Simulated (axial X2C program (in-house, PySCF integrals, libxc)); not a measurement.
**Linear BrBBr⁺ at several levels**

Aim: the two bond lengths and stretching wavenumbers of linear BrBBr⁺, with and without spin–orbit coupling, at PBE0, HF, LDA, MP2.

Method: all-electron X2C, two-component (2c) or spin-free, Br dyall-av3z, B dyall-v3z; program: an in-house X2C program for linear molecules on PySCF integrals.

All values are calculated.

1 further run of the same task is left out (set aside as unsound or not needed).

## 1. Input

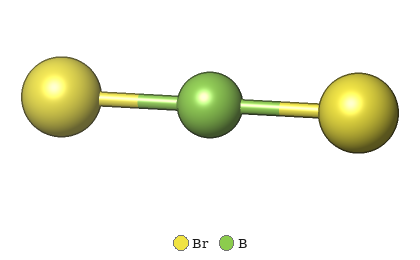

The atoms on one line, bonds 1.990 and 1.990 Å (bromine yellow, boron green).

Input file task.json:

```json
{
 "zs": [
  35,
  5,
  35
 ],
 "q": 1,
 "bas": [
  "dyall-av3z",
  "dyall-v3z",
  "dyall-av3z"
 ],
 "r0": [
  1.99,
  1.99
 ],
 "symm": 1,
 "scan": [
  "PBE0",
  "HF",
  "LDA"
 ],
 "levels": [
  "PBE0",
  "HF",
  "LDA"
 ],
 "nst": 2
}
```

Keys: zs atomic numbers; q charge; bas basis sets; r0 starting distance in Å; symm equal bonds; scan levels of the two-bond scan (MP2 follows by itself at each HF point); levels methods; nst determinants followed.

Launch:

```sh
python solin.py task.json out
```

Masses Br 78.918, B 11.009, Br 78.918 u.

## 2. Scan at PBE0, 2c

State: Ω = 0 (all partner blocks equally filled). Energies above the lowest point, from the job's result record:

```csv
r(Br–B) (Å),r(B–Br) (Å),E (meV)
1.7179,1.7179,61.12
1.7179,1.7620,29.26
1.7179,1.8060,58.21
1.7620,1.7179,29.26
1.7620,1.7620,0.00
1.7620,1.8060,31.36
1.7620,1.8501,111.55
1.8060,1.7179,58.21
1.8060,1.7620,31.36
1.8060,1.8060,64.93
1.8501,1.7620,111.55
1.8501,1.8501,231.23
```

A quadratic surface with cubic terms in each bond gives the minimum at 1.760 and 1.760 Å, force constants 5.04, 5.04 and coupling 0.18 mdyn/Å.

## 3. Scan at HF, 2c

State: Ω = 0 (all partner blocks equally filled). Energies above the lowest point, from the job's result record:

```csv
r(Br–B) (Å),r(B–Br) (Å),E (meV)
1.7179,1.7179,78.90
1.7179,1.7620,37.61
1.7179,1.8060,58.85
1.7620,1.7179,37.61
1.7620,1.7620,0.00
1.7620,1.8060,24.62
1.7620,1.8501,99.46
1.8060,1.7179,58.85
1.8060,1.7620,24.62
1.8060,1.8060,52.36
1.8501,1.7620,99.46
1.8501,1.8501,210.32
```

A quadratic surface with cubic terms in each bond gives the minimum at 1.765 and 1.765 Å, force constants 5.05, 5.05 and coupling 0.26 mdyn/Å.

## 4. Scan at LDA, 2c

State: Ω = 0 (all partner blocks equally filled). Energies above the lowest point, from the job's result record:

```csv
r(Br–B) (Å),r(B–Br) (Å),E (meV)
1.7179,1.7179,42.62
1.7179,1.7620,20.25
1.7179,1.8060,56.65
1.7620,1.7179,20.25
1.7620,1.7620,0.00
1.7620,1.8060,38.35
1.7620,1.8501,123.83
1.8060,1.7179,56.65
1.8060,1.7620,38.35
1.8060,1.8060,78.50
1.8501,1.7620,123.83
1.8501,1.8501,254.22
```

A quadratic surface with cubic terms in each bond gives the minimum at 1.754 and 1.754 Å, force constants 5, 5 and coupling 0.15 mdyn/Å.

## 5. Comparison

| level | r(Br–B) (Å) | r(B–Br) (Å) | lower stretch (cm⁻¹) | upper stretch (cm⁻¹) |
| --- | --- | --- | --- | --- |
| PBE0, 2c | 1.760 | 1.760 | 335.2 | 1265.9 |
| HF, 2c | 1.765 | 1.765 | 337.9 | 1257.8 |
| LDA, 2c | 1.754 | 1.754 | 332.8 | 1265.3 |
| MP2, 2c | 1.762 | 1.762 | 341.8 | 1278.6 |
| PBE0, spin-free | 1.759 | 1.759 | 335.9 | 1267.8 |
| HF, spin-free | 1.764 | 1.764 | 338.6 | 1259.8 |
| LDA, spin-free | 1.754 | 1.754 | 333.6 | 1267.3 |
| MP2, spin-free | 1.761 | 1.761 | 342.4 | 1280.1 |

Scans not shown above were run alike.

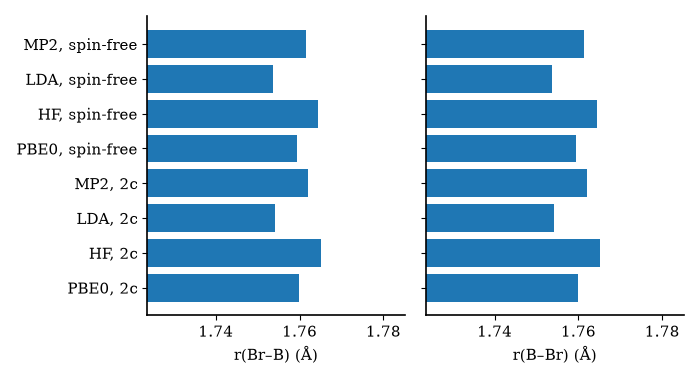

The two bond lengths by level.

**Reading.** Over the levels the Br–B bond spans 1.754 to 1.765 Å and the B–Br bond 1.754 to 1.765 Å. At PBE0 spin–orbit coupling leaves both bonds unchanged to 0.001 Å. Each state is one determinant, the lowest of a limited PBE0 search; the stretches come from a fit to few points and are good to some per cent at best. MP2 freezes inner shells (threshold -2 hartree). The molecule was held linear; bending was not examined, so a bent shape may lie lower.
